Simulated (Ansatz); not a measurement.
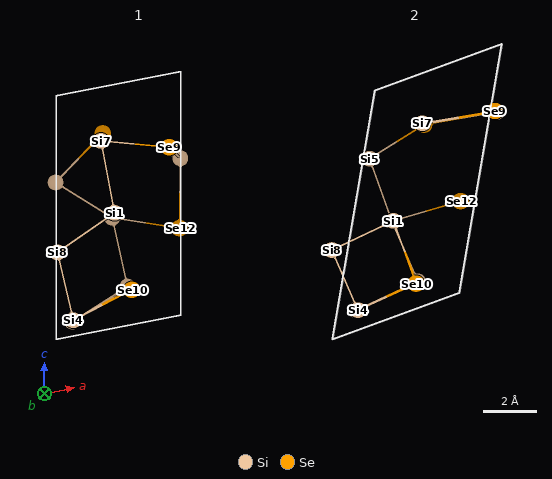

Two geometries of crystalline Si2Se (a generated structure, set up in P1) (coarse preliminary run), drawn at one scale. One is the start of a relaxation, the other its converged end. Style: ball-and-stick. Shown: the cell of the calculation, along the b axis.

All numbers below come from DFT PBE, scalar-relativistic, plane waves, PAW in Ansatz. Set-up: plane-wave cutoff 420 eV; k-point mesh 4 × 4 × 2; occupations gaussian; smearing width 0.1 eV; no spin polarisation; cell and atoms relaxed; force threshold 0.04 eV/Å; at most 70 steps.

### Which geometry has the lower energy?

Structure 2 is the relaxed one. Over 16 accepted moves (21 points after the start) the energy falls by 1.422 eV per cell of the calculation. The largest force component goes from 0.54 to 0.03 eV/Å. Pressure: 0.33 GPa at the start and −0.23 GPa at the end. The line search rejected the trial steps at points 9, 14, 16 of the run. The SCF was repeated twice at an unchanged geometry on a basis and grid sized afresh for the cell, which shifted the energy by 17.7 meV per cell of the calculation at most. A Si atom moves most relative to the cell: 1.06 Å along [−2 0 −1]. By element the largest moves are Si 1.06 Å, Se 0.84 Å. Cell: a 4.853 → 5.160 Å (+6.3 %), b 5.184 → 5.334 Å (+2.9 %), c 9.299 → 9.638 Å (+3.6 %), β 79.0° → 60.2°, γ 90.0° → 89.4°. Volume +0.2 %. Some distances before and after: Se–Se 4.656 → 3.236 Å, Si–Si 2.796 → 3.889 Å, Se–Si 2.670 → 3.668 Å, Se–Se 4.114 → 3.229 Å. Among the angles between lasting bonds that change: Si–Si–Se 157.0° → 93.5°, Si–Si–Si 134.3° → 173.8°, Si–Si–Si 132.6° → 166.0°. The space group stays P1 (No. 1). The run took 4.6 min on 1 thread of Intel(R) Xeon(R) 6975P-C (Granite Rapids), with other jobs on the host, peak memory 0.6 GiB.
